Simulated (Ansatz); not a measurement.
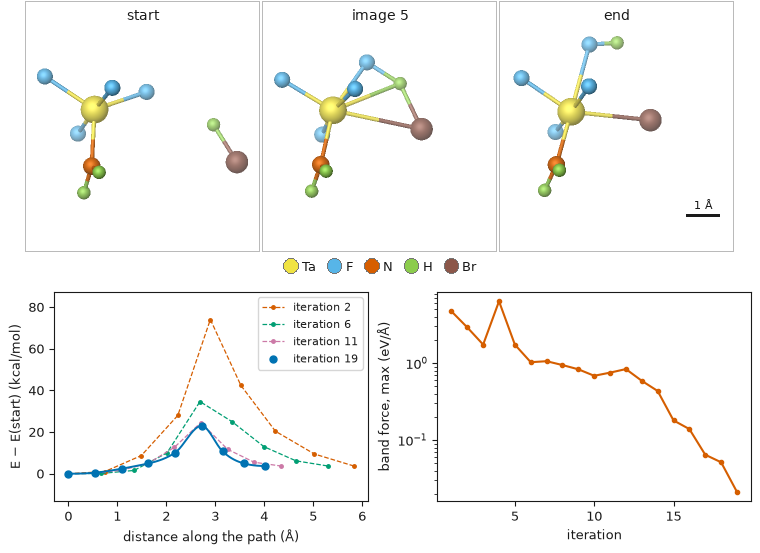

A search for the minimum-energy path of TaNH$_{3}$BrF$_{4}$, made up at the start of TaNH₂F₄ and HBr by the nudged elastic band. Images are numbered from 0 (start) to 8 (end). The plot follows the band through its iterations. The picture is a ball-and-stick view, seen at a tilt.

Computed with Ansatz, RHF/def2-SVP. Settings: 7 movable images; climbing image; force threshold 0.05 eV/Å; iteration limit 60; starting path through a guess of the saddle point.

**Did the band converge, and can the barrier be trusted?**

The result is final at these settings. The band converged in 19 iterations. The largest component of the band force went from 4.7 to 0.021 eV/Å. The climbing image converged on the top of the path. Its vibrational analysis gives one imaginary mode (1278i cm⁻¹), as a transition state must have. The first iteration put the highest image at 135.4 kcal/mol. The highest point, image 5, lies 23.0 kcal/mol above the start and 19.3 kcal/mol above the end; the end is at +3.7 kcal/mol relative to the start.

Limits of the set-up: the start holds two separate molecules, 2.3 Å apart at their closest, whose relative position is a soft coordinate and is computed without a dispersion correction; Hartree-Fock leaves out electron correlation.

Cost: 3.1 min on 4 threads of Intel(R) Xeon(R) 6975P-C (Granite Rapids), with other jobs on the host, peak memory 0.51 GiB.
